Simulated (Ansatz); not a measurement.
**CH3BFNS: from a rough start to a minimum**

What shape does CH3BFNS take? The plan is to relax it, then compute its harmonic vibrations to see whether it is a minimum and to get the zero-point energy and entropy, and look at its orbitals and charge.

The runs use Ansatz 0.2.0, Gaussian basis; RKS PBE0-D4/def2-TZVP.

The runs, in order: relaxation at PBE-D4/def2-SVP; relaxation at PBE0-D4/def2-TZVP; harmonic vibrations at the same level; a single point in def2-TZVPP for the fields.

## (1) The system as given

SMILES `N=C(F)BS`, 8 atoms, charge 0, spin multiplicity 1.

Atoms are counted from 1 here; the program's logs count them from 0.

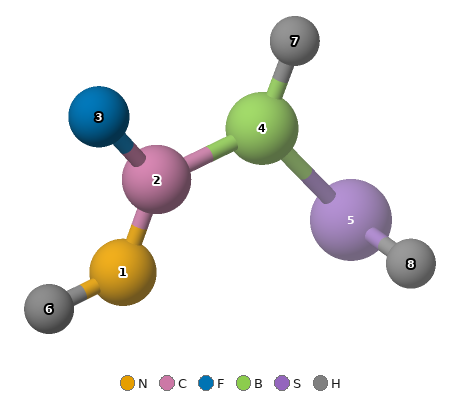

The starting geometry (nitrogen amber, carbon pink, fluorine blue, boron green, sulfur purple, hydrogen grey); atoms are numbered from 1 in the order of the file.

Coordinates:

```xyz
8
charge 0, multiplicity 1
N    -0.2981    1.3796    0.5002
C     0.4538    0.4254    0.5632
F     1.3569    0.3786    1.5378
B     0.4473   -0.7256   -0.4809
S    -0.9019   -0.7169   -1.8809
H    -0.2963    2.2101    1.1699
H     1.1453   -1.6467   -0.3897
H    -1.8149   -1.3616   -1.0755
```

The start is a force-field geometry with small random shifts, so a cheaper pass at PBE-D4/def2-SVP comes first.

## (2) Relaxation at PBE-D4/def2-SVP (cheap first pass)

Contents of in.yaml:

```yaml
crystal:
  periodic: [false, false, false]
  atoms:
    - {symbol: N, position_ang: [-0.298100, 1.379600, 0.500200]}
    - {symbol: C, position_ang: [0.453800, 0.425400, 0.563200]}
    - {symbol: F, position_ang: [1.356900, 0.378600, 1.537800]}
    - {symbol: B, position_ang: [0.447300, -0.725600, -0.480900]}
    - {symbol: S, position_ang: [-0.901900, -0.716900, -1.880900]}
    - {symbol: H, position_ang: [-0.296300, 2.210100, 1.169900]}
    - {symbol: H, position_ang: [1.145300, -1.646700, -0.389700]}
    - {symbol: H, position_ang: [-1.814900, -1.361600, -1.075500]}
basis:
  gaussian: {orbitals: def2-SVP}
hamiltonian: {xc: pbe, dispersion: d4}
relax: {f_tol: 0.03, max_steps: 200}
```

Launch:

```
> ansatz run in.yaml --threads 2 --pin off --events-out ev --progress --plain --max-ram 4352MiB
```

What it wrote, cut to the lines that bear on the results:

```text
Functional definition: PBE
  name "PBE"
  cite "Perdew, Burke & Ernzerhof, Phys. Rev. Lett. 77, 3865 (1996) doi:10.1103/PhysRevLett.77.3865"
  parent pbe
[...]
1011 factors; their error is unknown
[...]
mean field -16783.87680126 eV, -616.7960959261 hartree, gradient 2.2e-5 eV, S^2 0.000000; 0 other end points of the search recorded, 0 dependent functions left out
[...]
reference -16783.87683152 eV, -616.7960970382 hartree; 23, 23 occupied and 66, 66 virtual orbitals, 1011 factors
relax step   1: F+E_penalty+E_count = -16784.03776309 eV  Δ(F+E_penalty+E_count) = +0.000e0 eV  max|allowed force component| = 4.541e0 eV/Å  Δτ_max = 0.0000 Å  (30 SCF iters, accepted)
[...]
relax step   5: F+E_penalty+E_count = -16785.02806616 eV  Δ(F+E_penalty+E_count) = -2.595e-1 eV  max|allowed force component| = 1.655e0 eV/Å  Δτ_max = 0.1982 Å  (38 SCF iters, accepted)
[...]
relax step   9: F+E_penalty+E_count = -16785.55959142 eV  Δ(F+E_penalty+E_count) = -1.585e-2 eV  max|allowed force component| = 4.950e-1 eV/Å  Δτ_max = 0.1294 Å  (31 SCF iters, accepted)
[...]
relax step  13: F+E_penalty+E_count = -16785.59761496 eV  Δ(F+E_penalty+E_count) = -6.699e-3 eV  max|allowed force component| = 5.762e-2 eV/Å  Δτ_max = 0.0453 Å  (31 SCF iters, accepted)
[...]
relax step  16: F+E_penalty+E_count = -16785.59834906 eV  Δ(F+E_penalty+E_count) = -8.891e-6 eV  max|allowed force component| = 5.250e-2 eV/Å  Δτ_max = 0.0029 Å  (24 SCF iters, accepted)
[...]
relax step  17: F+E_penalty+E_count = -16785.59840472 eV  Δ(F+E_penalty+E_count) = -5.566e-5 eV  max|allowed force component| = 1.538e-2 eV/Å  Δτ_max = 0.0056 Å  (34 SCF iters, accepted)
1011 factors; their error is unknown
mean field -16785.43278018 eV, -616.8532770966 hartree, gradient 2.1e-5 eV, S^2 0.000000; 1 other end points of the search recorded, 0 dependent functions left out
[...]
reference -16785.43280912 eV, -616.8532781603 hartree; 23, 23 occupied and 66, 66 virtual orbitals, 1011 factors
Total energy: -16785.59843367 eV, -616.8593647499 hartree
Atom 0 at    -0.632327     1.129857     0.526670 Å, force     0.004837    -0.003100     0.006499 eV/Å
Atom 1 at     0.372862     0.351001     0.494266 Å, force     0.005129     0.011810    -0.002161 eV/Å
Atom 2 at     1.460237     0.550461     1.294089 Å, force    -0.015097    -0.004393    -0.007923 eV/Å
Atom 3 at     0.471454    -0.912408    -0.463370 Å, force     0.001292    -0.003459     0.015379 eV/Å
Atom 4 at    -0.888498    -1.255626    -1.543087 Å, force    -0.002740    -0.002670    -0.004415 eV/Å
Atom 5 at    -0.512861     1.895698     1.212621 Å, force     0.003619     0.000075     0.000600 eV/Å
Atom 6 at     1.437008    -1.641913    -0.474017 Å, force    -0.003131     0.004688    -0.006204 eV/Å
Atom 7 at    -1.615775    -0.174171    -1.103072 Å, force     0.006091    -0.002951    -0.001773 eV/Å
Dipole moment:    -0.091624     0.156418     0.071450 e Å
```

Wall time 32 s (2 threads of Arm Neoverse V1, shared host).

The steps of the relaxation:

```
step  energy from step 1 (eV)  largest force component (eV/Å)
   1                   0.0000                          4.5409
   2                  -0.3227                          1.3612
   3                  -0.5355                          0.7672
   4                  -0.7308                          1.4359
   5                  -0.9903                          1.6551
   6                  -1.2801                          1.0988
   7                  -1.4713                          0.6002
   8                  -1.5060                          0.3837
   9                  -1.5218                          0.4950
  10                  -1.5363                          0.2139
  11                  -1.5471                          0.2125
  12                  -1.5532                          0.3797
  13                  -1.5599                          0.0576
  14                  -1.5603                          0.0687
  15                  -1.5606                          0.0472
  16                  -1.5606                          0.0525
  17                  -1.5606                          0.0154
```

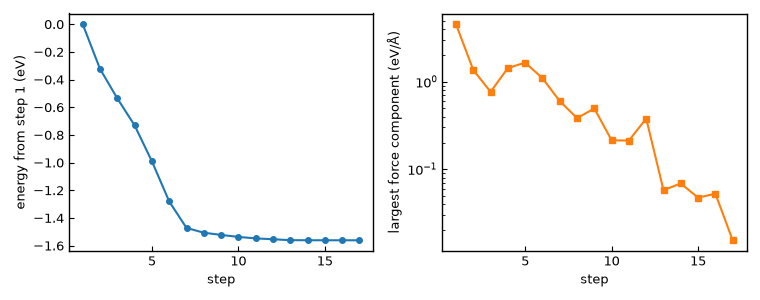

Energy and largest force along the relaxation.

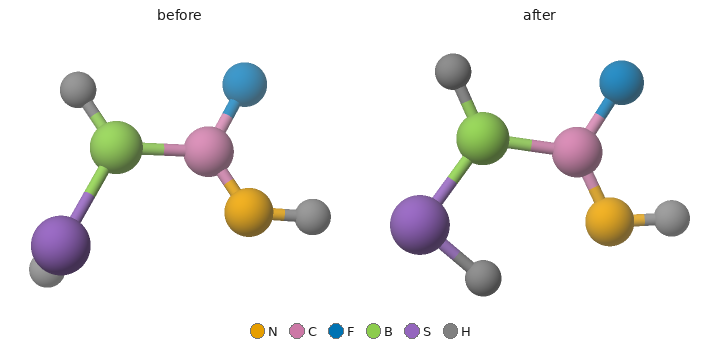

Before and after, at one scale.

Close pairs (by a distance rule), those that changed most:

```
 bond  before (Å)  after (Å)  change (Å)
B4–S5       1.944      1.770      -0.174
N1–C2       1.216      1.272      +0.056
B4–H7       1.159      1.210      +0.051
C2–F3       1.330      1.365      +0.035
C2–B4       1.554      1.588      +0.034
N1–H6       1.067      1.035      -0.032
S5–H8       1.378      1.376      -0.002
```

## (3) Geometry optimisation, PBE0-D4/def2-TZVP

Contents of in.yaml:

```yaml
crystal:
  periodic: [false, false, false]
  atoms:
    - {symbol: N, position_ang: [-0.632327, 1.129857, 0.526670]}
    - {symbol: C, position_ang: [0.372862, 0.351001, 0.494266]}
    - {symbol: F, position_ang: [1.460237, 0.550461, 1.294089]}
    - {symbol: B, position_ang: [0.471454, -0.912408, -0.463370]}
    - {symbol: S, position_ang: [-0.888498, -1.255626, -1.543087]}
    - {symbol: H, position_ang: [-0.512861, 1.895698, 1.212621]}
    - {symbol: H, position_ang: [1.437008, -1.641913, -0.474017]}
    - {symbol: H, position_ang: [-1.615775, -0.174171, -1.103072]}
basis:
  gaussian: {orbitals: def2-TZVP}
hamiltonian: {xc: pbe0, dispersion: d4}
relax: {f_tol: 0.005, max_steps: 150}
```

Same command.

What it wrote, cut to the lines that bear on the results:

```text
Functional definition: PBE0
  name "PBE0"
  cite "Adamo & Barone, J. Chem. Phys. 110, 6158 (1999) doi:10.1063/1.478522"
  cite "Perdew, Burke & Ernzerhof, Phys. Rev. Lett. 77, 3865 (1996) doi:10.1103/PhysRevLett.77.3865"
  parent pbe
[...]
1063 factors; their error is unknown
[...]
mean field -16797.08188416 eV, -617.2813737720 hartree, gradient 3.4e-5 eV, S^2 0.000000; 0 other end points of the search recorded, 0 dependent functions left out
[...]
reference -16797.08191069 eV, -617.2813747467 hartree; 23, 23 occupied and 156, 156 virtual orbitals, 1063 factors
relax step   1: F+E_penalty+E_count = -16797.22085928 eV  Δ(F+E_penalty+E_count) = +0.000e0 eV  max|allowed force component| = 1.229e0 eV/Å  Δτ_max = 0.0000 Å  (29 SCF iters, accepted)
[...]
reference -16797.12470839 eV, -617.2829475332 hartree; 23, 23 occupied and 156, 156 virtual orbitals, 1063 factors
Total energy: -16797.26372606 eV, -617.2880563383 hartree
Atom 0 at    -0.609487     1.141188     0.549291 Å, force     0.001312    -0.000117    -0.000739 eV/Å
Atom 1 at     0.366225     0.358126     0.495796 Å, force    -0.004477    -0.001165    -0.001081 eV/Å
Atom 2 at     1.453314     0.539888     1.282819 Å, force     0.003244     0.000250     0.001444 eV/Å
Atom 3 at     0.458435    -0.897494    -0.457478 Å, force     0.001489     0.001959     0.000974 eV/Å
Atom 4 at    -0.874339    -1.263504    -1.539863 Å, force    -0.001053    -0.000435    -0.000859 eV/Å
Atom 5 at    -0.474790     1.889450     1.229447 Å, force    -0.000731     0.000278     0.000102 eV/Å
Atom 6 at     1.414390    -1.604022    -0.459198 Å, force     0.000140    -0.000786    -0.000160 eV/Å
Atom 7 at    -1.641649    -0.220733    -1.156715 Å, force     0.000076     0.000015     0.000318 eV/Å
Dipole moment:    -0.075588     0.098445     0.034178 e Å
```

It took 34 s on 2 threads of Arm Neoverse V1, shared host; peak memory 0.39 GiB.

Along the way:

```
step  energy from step 1 (eV)  largest force component (eV/Å)
   1                   0.0000                          1.2293
   2                  -0.0374                          0.3272
   3                  -0.0421                          0.1087
   4                  -0.0420                          0.1036
   5                  -0.0428                          0.0144
   6                  -0.0428                          0.0108
   7                  -0.0428                          0.0045
```

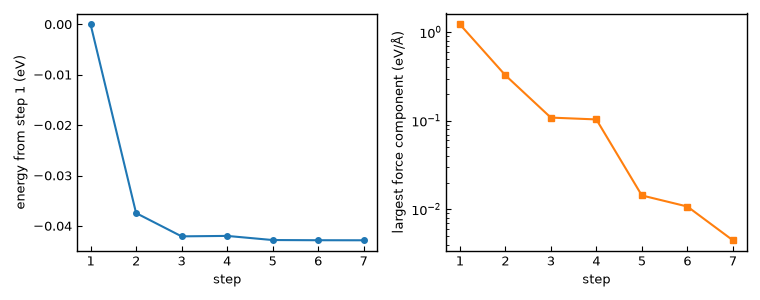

Energy and force, step by step.

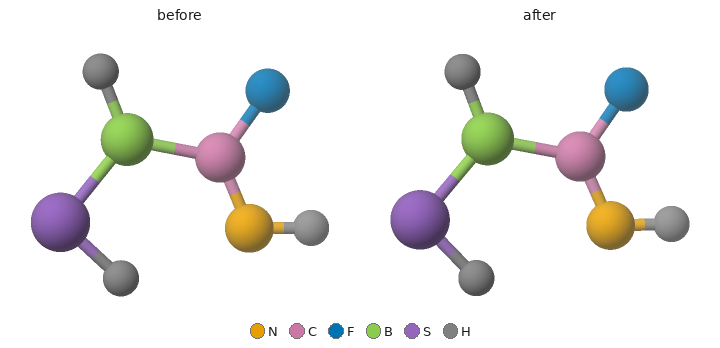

The geometry before (left) and after (right).

Distances of close pairs at the start and the end, largest changes first:

```
 bond  before (Å)  after (Å)  change (Å)
S5–H8       1.376      1.350      -0.025
B4–H7       1.210      1.189      -0.021
N1–C2       1.272      1.252      -0.020
N1–H6       1.035      1.020      -0.015
B4–S5       1.770      1.756      -0.015
C2–F3       1.365      1.354      -0.010
C2–B4       1.588      1.579      -0.009
```

Mulliken charges at the end point, from the run's report:

```
atom  value (e)
  N1      -0.34
  C2       0.18
  F3      -0.18
  B4       0.01
  S5      -0.14
  H6       0.23
  H7       0.06
  H8       0.19
```

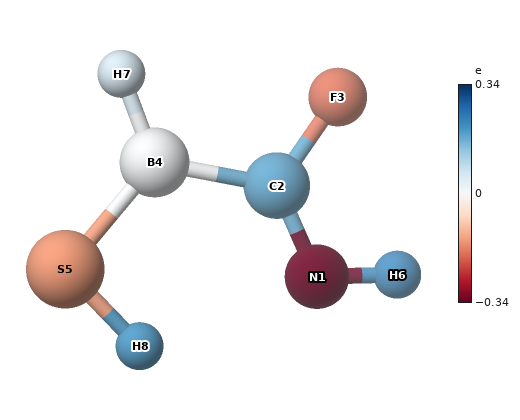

Mulliken charges at the end point, from the run's report, as colours on the atoms.

## (4) Force constants and modes

Contents of in.yaml:

```yaml
crystal:
  periodic: [false, false, false]
  atoms:
    - {symbol: N, position_ang: [-0.609487, 1.141188, 0.549291]}
    - {symbol: C, position_ang: [0.366225, 0.358126, 0.495796]}
    - {symbol: F, position_ang: [1.453314, 0.539888, 1.282819]}
    - {symbol: B, position_ang: [0.458435, -0.897494, -0.457478]}
    - {symbol: S, position_ang: [-0.874339, -1.263504, -1.539863]}
    - {symbol: H, position_ang: [-0.474790, 1.889450, 1.229447]}
    - {symbol: H, position_ang: [1.414390, -1.604022, -0.459198]}
    - {symbol: H, position_ang: [-1.641649, -0.220733, -1.156715]}
basis:
  gaussian: {orbitals: def2-TZVP}
hamiltonian: {xc: pbe0, dispersion: d4}
phonons: {temperatures: {t_min: 298.15, t_max: 900, t_step: 200}}
```

Same command.

What it wrote, cut to the lines that bear on the results:

```text
Functional definition: PBE0
  name "PBE0"
  cite "Adamo & Barone, J. Chem. Phys. 110, 6158 (1999) doi:10.1063/1.478522"
  cite "Perdew, Burke & Ernzerhof, Phys. Rev. Lett. 77, 3865 (1996) doi:10.1103/PhysRevLett.77.3865"
  parent pbe
[...]
1063 factors; their error is unknown
[...]
mean field -16797.12468211 eV, -617.2829465677 hartree, gradient 2.8e-5 eV, S^2 0.000000; 0 other end points of the search recorded, 0 dependent functions left out
[...]
reference -16797.12470849 eV, -617.2829475370 hartree; 23, 23 occupied and 156, 156 virtual orbitals, 1063 factors
[...]
1063 factors; their error is unknown
mean field -16797.12452099 eV, -617.2829406466 hartree, gradient 1.1e-6 eV, S^2 0.000000; 0 other end points of the search recorded, 0 dependent functions left out
[...]
reference -16797.12454738 eV, -617.2829416162 hartree; 23, 23 occupied and 156, 156 virtual orbitals, 1063 factors
[...]
Atom 0 at    -0.609487     1.141188     0.549291 Å, force     0.001305    -0.000116    -0.000740 eV/Å
Atom 1 at     0.366225     0.358126     0.495796 Å, force    -0.004438    -0.001165    -0.001053 eV/Å
Atom 2 at     1.453314     0.539888     1.282819 Å, force     0.003206     0.000249     0.001419 eV/Å
Atom 3 at     0.458435    -0.897494    -0.457478 Å, force     0.001499     0.001968     0.000980 eV/Å
Atom 4 at    -0.874339    -1.263504    -1.539863 Å, force    -0.001048    -0.000459    -0.000873 eV/Å
Atom 5 at    -0.474790     1.889450     1.229447 Å, force    -0.000726     0.000275     0.000100 eV/Å
Atom 6 at     1.414390    -1.604022    -0.459198 Å, force     0.000140    -0.000789    -0.000160 eV/Å
Atom 7 at    -1.641649    -0.220733    -1.156715 Å, force     0.000062     0.000037     0.000327 eV/Å
Dipole moment:    -0.075590     0.098444     0.034178 e Å
Vibrations: 64.31 192.70 354.24 407.93 553.14 612.86 713.96 846.82 869.70 921.85 935.19 1024.47 1142.67 1314.82 1754.71 2653.39 2689.03 3496.64 cm⁻¹, zero-point energy 1.273840 eV
```

Run time: 2.3 min. Hardware: 2 threads of Arm Neoverse V1, shared host; peak memory 0.4 GiB.

Motions are named by where the mode's potential energy lies. The modes, unscaled (a negative number is an imaginary wavenumber):

```
mode  cm⁻¹                 motion
   1    64                torsion
   2   193                   bend
   3   354                   bend
   4   408                torsion
   5   553                   bend
   6   613                torsion
   7   714                   bend
   8   847                torsion
   9   870  bend with B–C stretch
  10   922  bend with B–S stretch
  11   935                torsion
  12  1024  C–F stretch with bend
  13  1143                   bend
  14  1315                   bend
  15  1755            C–N stretch
  16  2653            S–H stretch
  17  2689            B–H stretch
  18  3497            N–H stretch
```

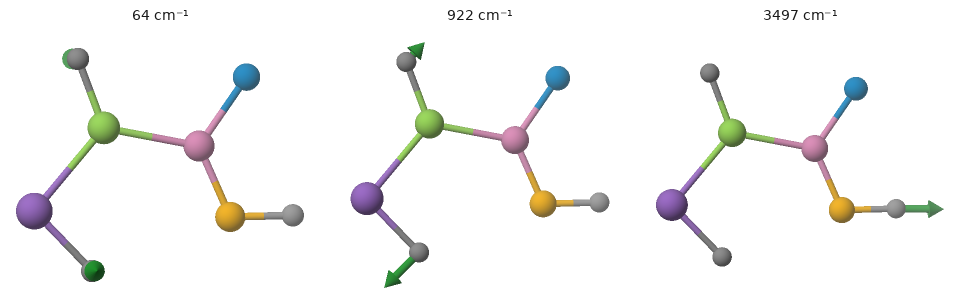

Displacements of 3 modes, as arrows.

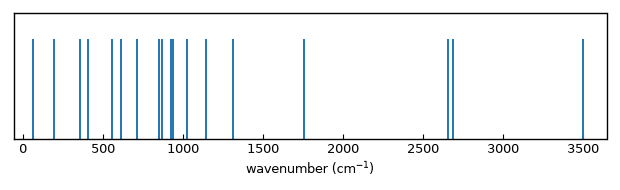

The harmonic wavenumbers as sticks (no intensities were computed).

Ideal gas, rigid rotor and harmonic oscillator at 298.15 K and 1 bar, with symmetry number 1:

```
                term            value
   zero-point energy     122.9 kJ/mol
          H(298) − E     140.1 kJ/mol
entropy, translation  165.1 J/(mol K)
   entropy, rotation  110.8 J/(mol K)
  entropy, vibration   44.4 J/(mol K)
      entropy, total  320.2 J/(mol K)
```

## (5) Fields at the relaxed geometry

Changes to in.yaml since step 4:

```diff
@@ -12,4 +12,4 @@
 basis:
-  gaussian: {orbitals: def2-TZVP}
+  gaussian: {orbitals: def2-TZVPP}
 hamiltonian: {xc: pbe0, dispersion: d4}
-phonons: {temperatures: {t_min: 298.15, t_max: 900, t_step: 200}}
+output: {orbitals: {seedname: orbitals}}
```

The command is unchanged.

What it wrote:

```text
Functional definition: PBE0
  name "PBE0"
  cite "Adamo & Barone, J. Chem. Phys. 110, 6158 (1999) doi:10.1063/1.478522"
  cite "Perdew, Burke & Ernzerhof, Phys. Rev. Lett. 77, 3865 (1996) doi:10.1103/PhysRevLett.77.3865"
  parent pbe
  parameter a = 0.25
  parameter kappa = 0.804
  parameter beta = 0.06672455060314922
  exchange = (1 - a)*pbe_x(kappa = kappa, mu = beta*pi^2/3) + a*exact_x
  correlation = pbe_c(beta = beta)
1152 factors; their error is unknown
mean field evaluation 1: about -16791.5714 eV, gradient 5.2e1 eV
mean field evaluation 2: about -16784.2774 eV, gradient 7.4e1 eV
mean field evaluation 4: about -16797.0763 eV, gradient 5.7e0 eV
mean field evaluation 8: about -16797.1425 eV, gradient 1.5e-1 eV
mean field evaluation 16: about -16797.1668 eV, gradient 1.3e-4 eV
mean field -16797.16680026 eV, -617.2844943810 hartree, gradient 2.3e-5 eV, S^2 0.000000; 0 other end points of the search recorded, 0 dependent functions left out
reference -16797.16682655 eV, -617.2844953470 hartree; 23, 23 occupied and 185, 185 virtual orbitals, 1152 factors
Total energy: -16797.30584421 eV, -617.2896041519 hartree
```

Run time: 3.4 s. Hardware: 2 threads of Arm Neoverse V1, shared host; peak memory 0.41 GiB.

The fields below are evaluated on a grid from the run's orbitals.

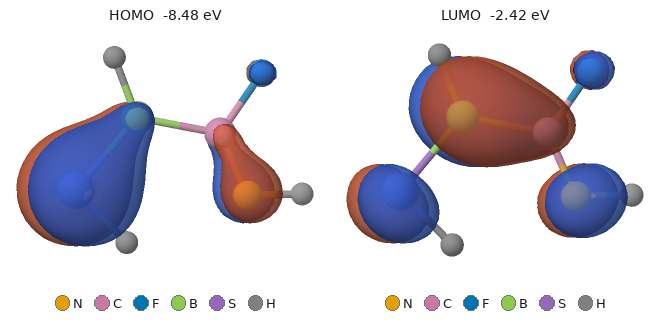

PBE0-D4/def2-TZVPP orbitals near the gap, drawn at the value that encloses 70 % of each; the two colours are the two signs.

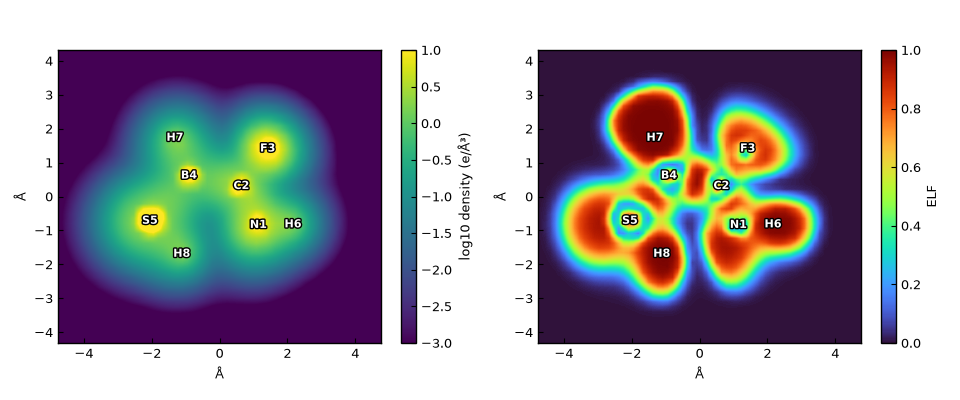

Density (left) and ELF (right) in a plane through or near 8 of the atoms.

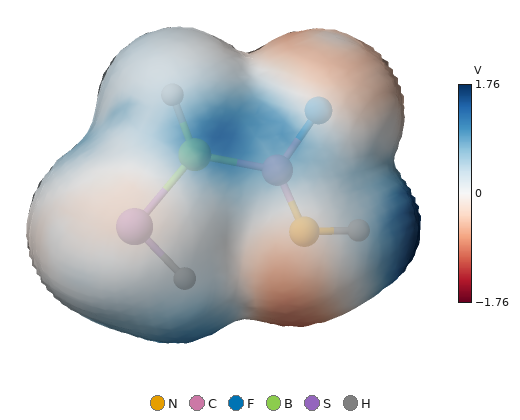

The potential that a unit positive charge feels on the 0.002 e/bohr³ surface, from the 1st to the 99th percentile, from -0.84 V near N1 to 1.76 V near H6.

## (6) Outcome

| quantity | value |
| --- | --- |
| point group | Cs |
| steps | 17 + 7 |
| shift from the start (rms) | 0.531 Å |
| total energy | -16797.2637 eV |
| dispersion term | -139 meV |
| dipole moment | 0.62 D |
| lowest, highest wavenumber | 64, 3497 cm⁻¹ |
| zero-point energy | 122.9 kJ/mol |
| entropy at 298.15 K | 320.2 J/(mol K) |
| HOMO, LUMO | -8.48, -2.42 eV |

What this shows: The atoms moved 0.53 Å (rms) from the start; the bond that changed most is B4–S5, from 1.944 to 1.756 Å. All wavenumbers are real, so the end point is a minimum. The stiffest mode, 3497 cm⁻¹, is an N–H stretch, and 2 modes under 200 cm⁻¹ make the vibrational entropy uncertain. Harmonic hybrid wavenumbers usually lie a few per cent above measured fundamentals. The largest Mulliken charge, -0.34 e, sits on N1. The HOMO lies mostly on S5 64 %; B4 11 % and the LUMO on B4 37 %; N1 16 %.
